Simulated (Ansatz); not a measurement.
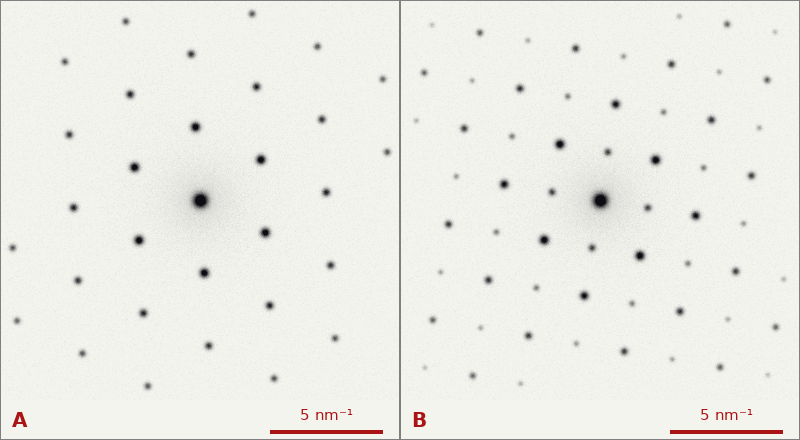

Kinematic electron diffraction patterns (200 kV, B = 0.5 Å², same scale, each along a low-index zone) of two structures of composition CsZn, each relaxed at zero pressure with Ansatz 0.2.0, DFT PBE, scalar-relativistic, plane waves, PAW.

The structures (standard cells):
1. F-43m (No. 216), a = 8.603 Å, 8 atoms; generated start, possibly hypothetical
2. Pm-3m (No. 221), a = 4.580 Å, 2 atoms; generated start, possibly hypothetical

Which pattern belongs to which structure, and along which zone?

A is structure 1 along [111] or an equivalent direction: hexagonal net of -2 2 0 at d = 3.04 Å and -2 0 2 at d = 3.04 Å, 60.0° apart. B is structure 2 along [001] or an equivalent direction: square net of 1 0 0 at d = 4.58 Å and 0 1 0 at d = 4.58 Å, 90.0° apart.

Which structure lies lowest at this level of theory, and by how much?

Structure 2 (Pm-3m, 48.04 Å³ an atom) is the lowest of these; structure 1 (F-43m, 79.59 Å³ an atom) lies about 220 meV an atom higher. These are static energies at 0 K; other structures, not shown, may lie lower still.
